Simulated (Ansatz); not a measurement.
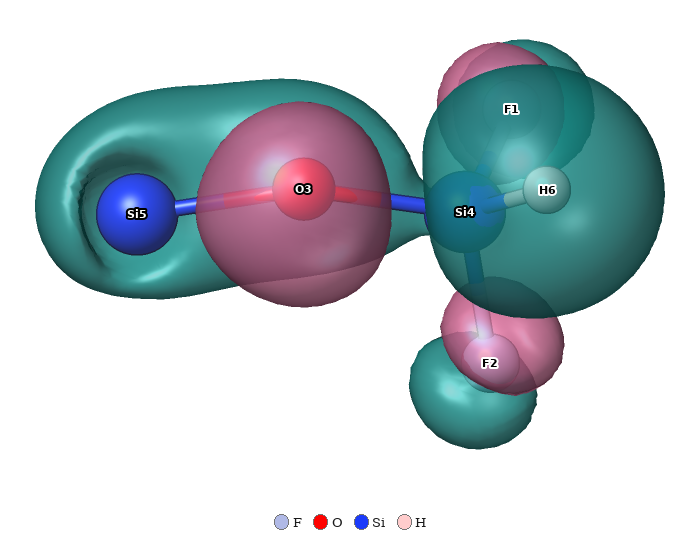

The picture shows: F$_{2}$HOSi$_{2}$ (doublet). The HOMO−1 (β) at ±0.08 Å⁻³ᐟ² (teal and pink are the two phases), seen across its widest extent.

Geometry: PBE0-D3(BJ)/pcseg-1.

These are results of isolated molecule in a Gaussian basis; Kohn-Sham density functional theory, functional PBE0 in Ansatz 0.2.0, not measurements.

```xyz
6

F    -0.2423    1.9328   -0.1914
F     1.7569    0.4489    0.4978
O    -0.6236   -0.6551    0.1033
Si    0.1697    0.6460    0.6823
Si   -0.8324   -1.9628   -0.9407
H    -0.1362    0.8824    2.0977
```

**Describe this orbital and give its energy.**

By Hirshfeld shares it lies mainly on O3 (about 35 %), H6 (about 20 %), Si4 (about 20 %), Si5 (about 10 %), F1 (about 10 %) and F2 (about 5 %). Its energy is −10.93 eV.
